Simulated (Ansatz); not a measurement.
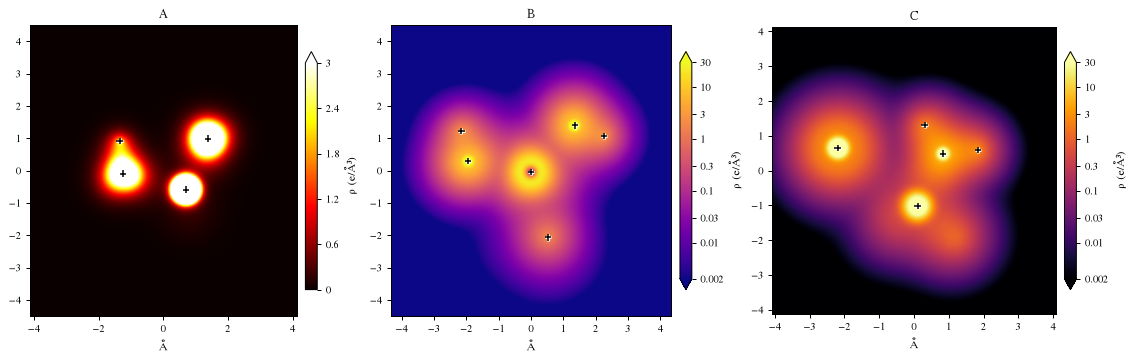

The electron density of 3 systems, each on a plane through atoms (crosses mark nuclei in the plane).

Theory: RKS PBE0-D4/def2-TZVPP in Ansatz.

System 1: H$_{5}$InO$_{2}$S, the plane of atoms O3, In1 and O4. A transition-state structure; geometry: PBE0-D4/def2-TZVP; core potentials replace the inner electrons of In.

```csv
atom,x (Å),y (Å),z (Å)
In,0.1072,-0.4055,0.2072
S,-0.1021,2.1172,-0.4614
O,0.5634,-0.7949,2.0922
O,0.9036,-1.3698,-1.3218
H,-1.3305,1.0142,-0.3259
H,-1.7446,0.0295,-0.1207
H,0.0802,1.7743,-1.7494
H,0.0581,-0.2692,2.7165
H,1.4646,-2.0957,-1.0369
```

System 2: H$_{7}$N$_{2}$Si···Cl, the plane of atoms Si1, N5 and H11. A transition-state structure; geometry: PBE0-D4/def2-TZVP.

```json
{"atom": "Si", "x (Å)": "-0.5879", "y (Å)": "0.4936", "z (Å)": "0.0284"}
{"atom": "N", "x (Å)": "-0.2987", "y (Å)": "-1.3462", "z (Å)": "-0.1417"}
{"atom": "H", "x (Å)": "-1.2006", "y (Å)": "0.8972", "z (Å)": "-1.2461"}
{"atom": "H", "x (Å)": "-1.6633", "y (Å)": "0.4768", "z (Å)": "1.0673"}
{"atom": "N", "x (Å)": "0.6945", "y (Å)": "1.2587", "z (Å)": "0.8017"}
{"atom": "H", "x (Å)": "0.4975", "y (Å)": "-1.2907", "z (Å)": "-0.8624"}
{"atom": "Cl", "x (Å)": "1.4940", "y (Å)": "-0.0101", "z (Å)": "-1.8491"}
{"atom": "H", "x (Å)": "-1.0916", "y (Å)": "-1.8630", "z (Å)": "-0.5102"}
{"atom": "H", "x (Å)": "0.0169", "y (Å)": "-1.7779", "z (Å)": "0.7214"}
{"atom": "H", "x (Å)": "1.5560", "y (Å)": "1.4313", "z (Å)": "0.3088"}
{"atom": "H", "x (Å)": "0.5832", "y (Å)": "1.7306", "z (Å)": "1.6821"}
```

System 3: AlH$_{6}$NO$_{3}$, the plane of atoms O2, Al1 and N6. The reactant side of a reaction path; geometry: PBE0-D4/def2-TZVP; a saddle point, not a minimum.

```yaml
atoms:
  - { symbol: Al, position_ang: [0.1344, -0.5095, 0.0024] }
  - { symbol: O, position_ang: [1.2267, -0.5148, -1.3299] }
  - { symbol: O, position_ang: [0.8113, -0.6157, 1.5831] }
  - { symbol: O, position_ang: [-1.4209, -1.2087, -0.2429] }
  - { symbol: H, position_ang: [0.1906, 1.9449, -0.6735] }
  - { symbol: N, position_ang: [-0.3799, 1.4379, -0.0053] }
  - { symbol: H, position_ang: [1.0959, -1.1124, -2.0628] }
  - { symbol: H, position_ang: [1.7013, -0.9372, 1.7091] }
  - { symbol: H, position_ang: [-1.7628, -1.8592, 0.3664] }
  - { symbol: H, position_ang: [-1.3559, 1.5376, -0.2632] }
  - { symbol: H, position_ang: [-0.2406, 1.8373, 0.9167] }
```

**Which map belongs to which system?**

Panel A is system 3, AlH$_{6}$NO$_{3}$: the plane holds Al, O, H and N. Al–O (1.72 Å): ρ at the midpoint is about 0.87 e/Å³. Panel B is system 1, H$_{5}$InO$_{2}$S: the plane holds In, O and H. In–O (1.98 Å): ρ at the midpoint is about 0.81 e/Å³. Panel C is system 2, H$_{7}$N$_{2}$Si···Cl: the plane holds Si, N, Cl and H. Si–N (1.68 Å): ρ at the midpoint is about 1.2 e/Å³.
